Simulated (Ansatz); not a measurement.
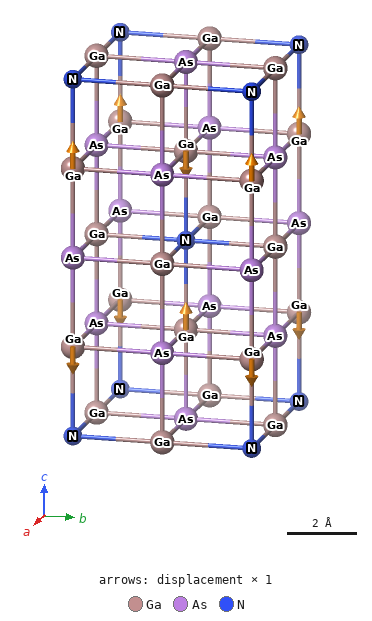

A relaxation of solid Ga4As3N (a generated structure, set up in I4/mmm) (coarse preliminary run). The starting structure is drawn; orange arrows show the displacements (the part carried along by the change of the cell is left out), at their true length.

Style: ball-and-stick. Shown: the conventional cell (2 times the calculation's cell), slightly off an axis. Lengths and directions refer to the drawn axes.

All numbers below come from DFT PBE, scalar-relativistic, plane waves, PAW in Ansatz 0.2.0.

Input file:
```yaml
crystal:
  lattice:
    - [-2.69213813, 2.69213813, 5.38427625]
    - [2.69213813, -2.69213813, 5.38427625]
    - [2.69213813, 2.69213813, -5.38427625]
  atoms:
    - { symbol: Ga, position: [0.0, 0.5, 0.5] }
    - { symbol: Ga, position: [0.75, 0.75, 0.0] }
    - { symbol: Ga, position: [0.5, 0.0, 0.5] }
    - { symbol: Ga, position: [0.25, 0.25, 0.0] }
    - { symbol: As, position: [0.25, 0.75, 0.5] }
    - { symbol: As, position: [0.75, 0.25, 0.5] }
    - { symbol: As, position: [0.5, 0.5, 0.0] }
    - { symbol: "N", position: [0.0, 0.0, 0.0] }
basis:
  ecutwfc: 420
kpoints:
  mp_grid: { grid: [4, 4, 4] }
hamiltonian:
  xc: pbe
scf:
  occupations: { method: gaussian, width: 0.1 }
  lower_state_search: "off"
output:
  forces: true
  stress: true
  eigenvalues: true
relax:
  adjacent_minimum: "off"
  f_tol: 0.04
  max_steps: 70
  cell: { stress_tol: 0.4 }
```

Command:
```bash
ansatz run input.yaml --threads 1 --pin off --max-ram 2560MiB --backend cpu --events-out ev --progress --plain --runs-dir out
```

Question: Which element moves most?

Answer: Gallium: up to 0.84 Å, against 0.00 Å for arsenic.

Question: Describe the change and its energy.

Answer: The largest moves relative to the cell, 0.84 Å, are those of Ga2 and Ga4. Ga4 goes along −c. As and N stay in place. The volume changes by −9.8 %, with a = b 5.384 → 4.997 Å (−7.2 %), c 10.769 → 11.276 Å (+4.7 %). Some distances before and after: Ga2–As7 2.692 → 3.661 Å, Ga2–N8 2.692 → 1.977 Å, Ga1–As7 2.692 → 2.499 Å, Ga1–N8 2.692 → 2.499 Å. Bonds break: Ga2–As7 (2.69 → 3.66 Å), Ga4–As7 (2.69 → 3.66 Å). Bond angles that change, for instance: As5–Ga4–As5 180.0° → 142.7°, Ga2–As6–Ga2 180.0° → 142.7°, Ga1–As6–Ga2 90.0° → 71.4°. The space group stays I4/mmm (No. 139). After 7 accepted moves (9 points after the start) the energy has fallen by 243 meV per atom. The largest force component goes from 0.88 to 0.022 eV/Å. The pressure goes from −6.27 to 0.07 GPa. The line search rejected the trial step at point 7 of the run. The SCF was repeated once at an unchanged geometry on a basis and grid sized afresh for the cell, which shifted the energy by 0.6 meV per atom at most. The run took 60 s on 1 thread of Intel(R) Xeon(R) Platinum 8488C (Sapphire Rapids), on a shared host, peak memory 0.56 GiB.
